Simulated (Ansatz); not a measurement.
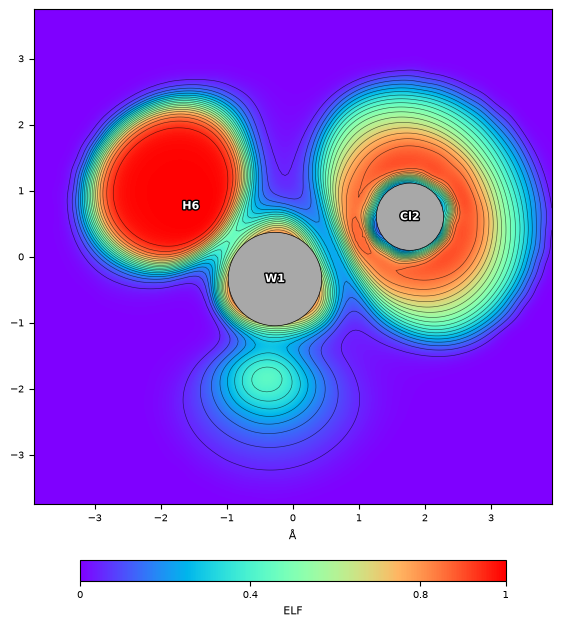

*ClH5W···H2. ELF on the plane of atoms Cl2, W1 and H6. Grey discs cover the atomic cores.*

Core potentials replace the inner electrons of W.

Computed with Ansatz 0.2.0, RKS B3LYP/def2-SVP.

Input

```
crystal:
  periodic: [false, false, false]
  atoms:
    - { symbol: W, position_ang: [-0.096465, -0.084403, 0.175524] }
    - { symbol: Cl, position_ang: [-0.307481, -0.276247, 2.506713] }
    - { symbol: H, position_ang: [1.415025, 0.148565, -0.533774] }
    - { symbol: H, position_ang: [0.158453, 1.414653, -0.551285] }
    - { symbol: H, position_ang: [-1.438935, 0.627925, -0.539528] }
    - { symbol: H, position_ang: [0.614302, -1.437625, -0.520292] }
    - { symbol: H, position_ang: [-1.15932, -1.157548, -0.563395] }
    - { symbol: H, position_ang: [1.785672, 1.802133, 1.375737] }
    - { symbol: H, position_ang: [1.470249, 1.505948, 1.9495] }
basis:
  gaussian: { orbitals: def2-SVP }
hamiltonian:
  xc: b3lyp
relax:
  f_tol: 0.03
  max_steps: 50
output:
  orbitals: {}
```

Command:

```sh
ansatz run input.yaml --threads 1 --pin off --max-ram 2048MiB --backend cpu --events-out ev --progress --plain --runs-dir out
```

The fields are those of the run's last geometry, not of the input's.

### Interpret the plot.

- The plane passes through W, Cl and H nuclei.
- W–Cl (2.25 Å): the ELF peaks at about 0.85 in the valence shell of Cl, 0.9 Å from its nucleus, and is about 0.40 at the midpoint.
- W–H (1.68 Å): the ELF climbs to about 1 towards the hydrogen.
